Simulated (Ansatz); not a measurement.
System: CHP (SMILES C#P) (triplet).

```yaml
atoms:
  - { symbol: C, position_ang: [0.5096, 0.8997, 0.6691] }
  - { symbol: P, position_ang: [1.2358, 0.6575, -0.8226] }
  - { symbol: H, position_ang: [-0.0802, 0.2265, 1.2906] }
```

Geometry: B3LYP-D4/def2-TZVP.

Level of theory: Ansatz 0.2.0, isolated molecule in a Gaussian basis; Kohn-Sham density functional theory, functional PBE0.

### What can the converged electron density, electron localisation function and spin density tell about the bonding?

C–P (1.68 Å): ρ at the midpoint is about 1.4 e/Å³; the ELF peaks at about 0.90 between the atoms (a covalent bond).
C–H (1.09 Å): the density is about 2 e/Å³ at the midpoint; the ELF climbs to about 1 towards the hydrogen, as it does in any bond to H: an ordinary covalent bond to hydrogen.
The unpaired spin (2 electrons) lies mostly on P2 (about 1.0), C1 (about 0.9) and H3 (about 0.1), in electrons by Hirshfeld's partition.

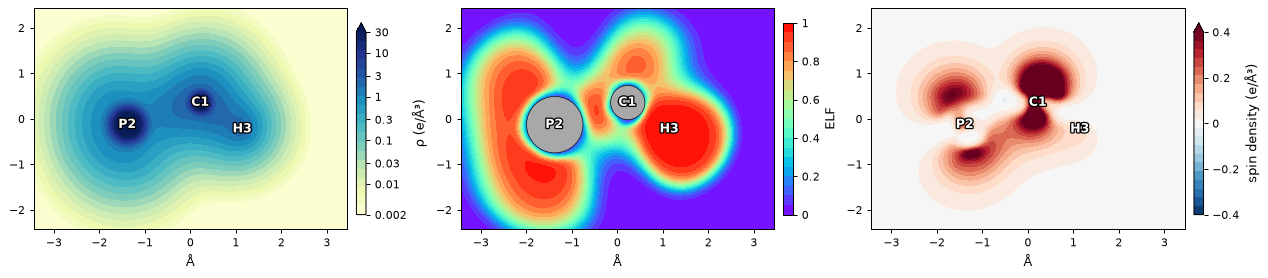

Computed electron density, electron localisation function and spin density on the molecular plane, in this order. Grey discs cover the atomic cores in the ELF map. 
